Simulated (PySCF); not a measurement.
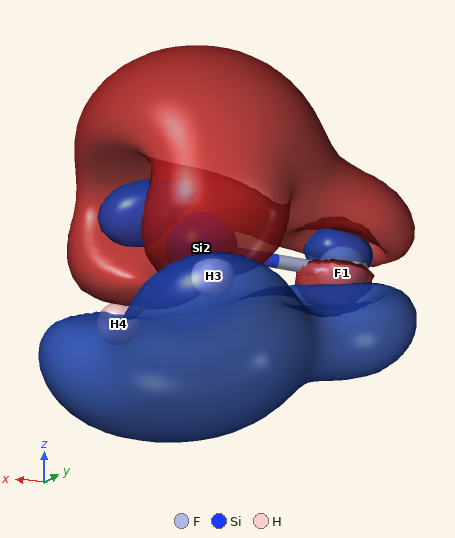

FH2Si, doublet, SMILES `F[SiH2]`. Change of the electron density in a uniform field of 0.51 V/Å, surfaces at ±0.002 e/Å³ (blue: gain, red: loss).

PySCF calculation, LDA (SVWN)/def2-TZVP, gas phase; geometry: GFN2-xTB. No frequency check shows the geometry to be a minimum. A basis without diffuse functions makes polarisabilities too small. The stability of the open-shell solution wasn't checked. GFN2-xTB doesn't know the spin state, so this open-shell geometry is rough.

### Along which Cartesian direction does the field point?

Along +z: electrons gather on the −z side, against the field.

### How large is the response?

The induced dipole is 0.64 D (along the field); α along this axis, from the fields in both directions, is 25 bohr³ (3.8 Å³).

### Which atoms gain and lose the most charge?

Electrons gather most on H3 and H4 alike (Hirshfeld charge changes by −0.011 e) and leave Si2 most (+0.022 e); 0.065 electrons are displaced in all.
